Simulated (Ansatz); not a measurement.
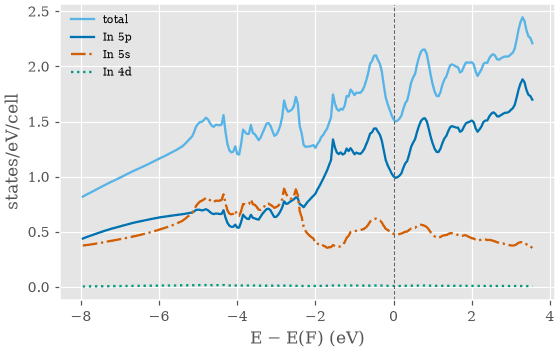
Fig. 1. Total and projected density of states of In (dhcp (α-La type), space group No. 194), DFT-r²SCAN in the program Ansatz with PAW potentials

**Question.** Which orbitals carry the states next to the Fermi level?

**Answer.** Within 0.5 eV of the Fermi level: In 5p 67 %, In 5s 30 %. Projections are on Löwdin-orthogonalised atomic valence shells; empty p or d shells of many metals are not among them.

**Question.** Where is the tallest occupied peak in this window, and what makes it?

**Answer.** Near -0.4 eV, about 2.1 states/eV per cell; the largest projected share is In 5p.

Space group P6_3/mmc (dhcp (α-La type)). The first step of the workflow began from a Materials Project structure, measured or hypothetical; the Crystallography Open Database copy checked does not list it. It is not the phase usual at ambient conditions (space group No. 139). The r²SCAN relaxation kept the symmetry of its start; whether a distortion lowers the energy is not shown. Spin–orbit coupling is left out wherever it is not named.

Potentials: the later of the program's two PAW sets.
